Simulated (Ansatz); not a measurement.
| atom | x (Å) | y (Å) | z (Å) |
| --- | --- | --- | --- |
| F | 0.4638 | -0.9047 | -1.1627 |
| F | -1.3456 | -1.1218 | 0.5896 |
| F | 2.4087 | 0.7280 | -0.1750 |
| P | 0.2741 | -1.2543 | 0.5502 |
| Si | 0.7773 | 0.9315 | -0.2041 |

Geometry: B3LYP-D3(BJ)/def2-SVP.

Method: isolated molecule in a Gaussian basis; Kohn-Sham density functional theory, functional PBE0 in Ansatz 0.2.0.

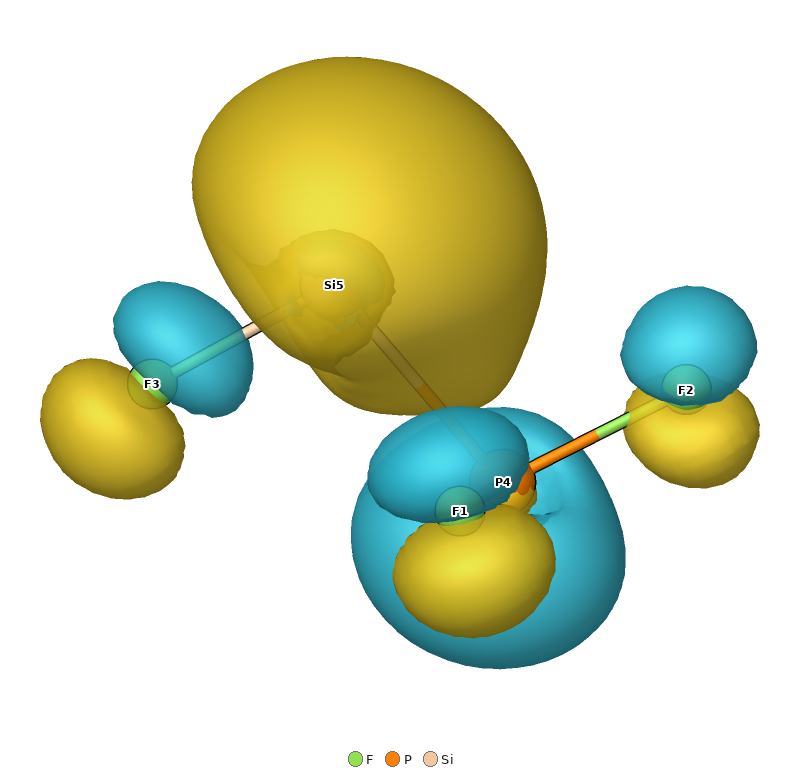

F3PSi. The HOMO−1 at ±0.1 Å⁻³ᐟ² (yellow and cyan are the two phases), seen at a tilt.

**Describe this orbital and give its energy.**

Its weight (Hirshfeld) is mainly on Si5 (about 55 %), P4 (about 20 %), F1 (about 10 %) and F3 (about 10 %). Its energy is −9.27 eV.
